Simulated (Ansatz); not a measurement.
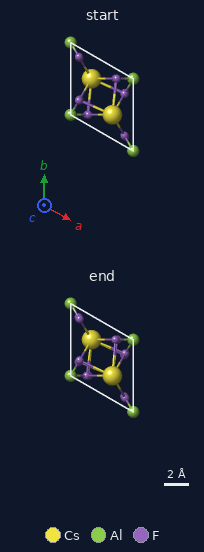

The structure of solid Cs3Al2F9 (set up in P6_3/mmc) before (top) and after (bottom) a relaxation, at one scale.

A ball-and-stick model of the cell of the calculation, seen along the c axis.

Level of theory: Ansatz, DFT, PBE, plane-wave PAW, default files, scalar-relativistic.

Input file:
```yaml
crystal:
  lattice:
    - [6.2535, 0.0, 0.0]
    - [-3.12675, 5.4156898626, 0.0]
    - [0.0, 0.0, 14.7193]
  atoms:
    - { symbol: Cs, position: [0.3333333333, 0.6666666667, 0.75] }
    - { symbol: Cs, position: [0.6666666667, 0.3333333333, 0.25] }
    - { symbol: Cs, position: [0.3333333333, 0.6666666667, 0.4267] }
    - { symbol: Cs, position: [0.6666666667, 0.3333333333, 0.9267] }
    - { symbol: Cs, position: [0.3333333333, 0.6666666667, 0.0733] }
    - { symbol: Cs, position: [0.6666666667, 0.3333333333, 0.5733] }
    - { symbol: Al, position: [0.0, 0.0, 0.1653] }
    - { symbol: Al, position: [0.0, 0.0, 0.6653] }
    - { symbol: Al, position: [0.0, 0.0, 0.3347] }
    - { symbol: Al, position: [0.0, 0.0, 0.8347] }
    - { symbol: F, position: [0.1405, 0.281, 0.25] }
    - { symbol: F, position: [0.8595, 0.1405, 0.75] }
    - { symbol: F, position: [0.719, 0.8595, 0.25] }
    - { symbol: F, position: [0.8595, 0.719, 0.75] }
    - { symbol: F, position: [0.1405, 0.8595, 0.25] }
    - { symbol: F, position: [0.281, 0.1405, 0.75] }
    - { symbol: F, position: [0.265, 0.1325, 0.0958] }
    - { symbol: F, position: [0.1325, 0.265, 0.5958] }
    - { symbol: F, position: [0.8675, 0.1325, 0.0958] }
    - { symbol: F, position: [0.735, 0.8675, 0.5958] }
    - { symbol: F, position: [0.8675, 0.735, 0.0958] }
    - { symbol: F, position: [0.1325, 0.8675, 0.5958] }
    - { symbol: F, position: [0.8675, 0.735, 0.4042] }
    - { symbol: F, position: [0.735, 0.8675, 0.9042] }
    - { symbol: F, position: [0.8675, 0.1325, 0.4042] }
    - { symbol: F, position: [0.1325, 0.265, 0.9042] }
    - { symbol: F, position: [0.265, 0.1325, 0.4042] }
    - { symbol: F, position: [0.1325, 0.8675, 0.9042] }
kpoints:
  mp_grid: { grid: [4, 4, 2] }
scf:
  occupations: { method: fermi_dirac, width: 0.02 }
hamiltonian:
  xc: pbe
  pseudopotentials: { kind: paw }
output:
  forces: true
  stress: true
  populations: true
  efg:
    quadrupole_moments_barn: { Cs: -0.00343, Al: 0.1466 }
    contact_densities: true
relax:
  f_tol: 0.02
  max_steps: 60
```

Run as
```bash
ansatz run input.yaml --threads 2 --pin off --max-ram 5120MiB --backend cpu --events-out ev --progress --plain --runs-dir out
```

> Describe what moved and what it gained.

The largest moves, 0.14 Å, are those of F11, F12, F13, F14, F15 and F16. F12 goes along [1 −1 0]. By element the largest moves are F 0.14 Å, Cs 0.14 Å, Al 0.13 Å. The cell stays as it was. Near-neighbour distances that change, for instance: Al7–Al9 2.493 → 2.750 Å, Cs3–F11 3.336 → 3.530 Å, Cs3–F18 3.306 → 3.174 Å, Cs1–F18 3.144 → 3.026 Å. Bond angles that change, for instance: F12–Al8–F22 176.2° → 163.6°, Al8–F16–Al10 78.7° → 89.8°, F18–Al8–F20 89.7° → 99.2°. The space group stays P6_3/mmc (No. 194). After 5 geometry steps the energy has fallen by 95.5 meV per atom. Largest force component: 3.8 eV/Å at the start, 0.0083 eV/Å at the end. The run took 2.5 min on 2 threads of Arm Neoverse N1, with other jobs on the host, peak memory 1.2 GiB.
